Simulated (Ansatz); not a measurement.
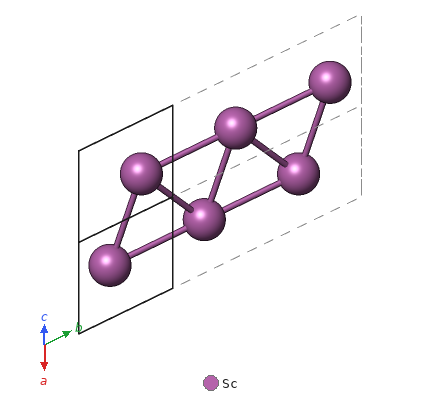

Sc (P6_3/mmc, No. 194): the geometry relaxed at fixed volume with DFT HSE06, scalar-relativistic, plane waves, PAW in Ansatz 0.2.0.

```
Sc
1.0
     3.34430    0.00000    0.00000
    -1.67215    2.89625    0.00000
     0.00000    0.00000    5.18631
Sc
2
Direct
  0.33333 0.66667 0.75000
  0.66667 0.33333 0.25000
```

What will a dark-field STEM-like image along [101] show? Simulated incoherent Z contrast: every atom adds Z^1.6 spread by a probe of 0.55 Å full width; channelling and multiple scattering are left out. The probe carries 25 % of its weight in a tail 2.5 times as wide. The display is stretched by a gamma of 0.65; percentages refer to the linear signal. The speckle of an amorphous layer was added.

The columns repeat on a centred rectangular net of 2.81 × 5.79 Å (plane group c2mm). All columns are alike (Sc). The shortest distance between visible columns is 0.97 Å in projection. Along the beam the structure repeats every 6.17 Å.

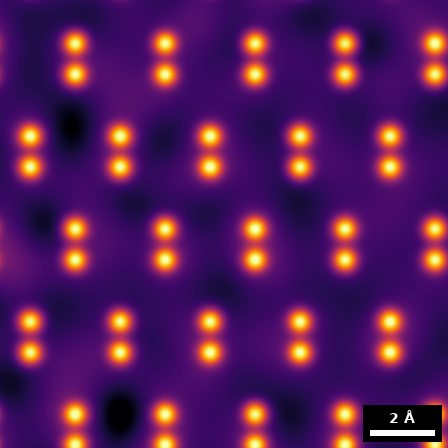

The simulated image.
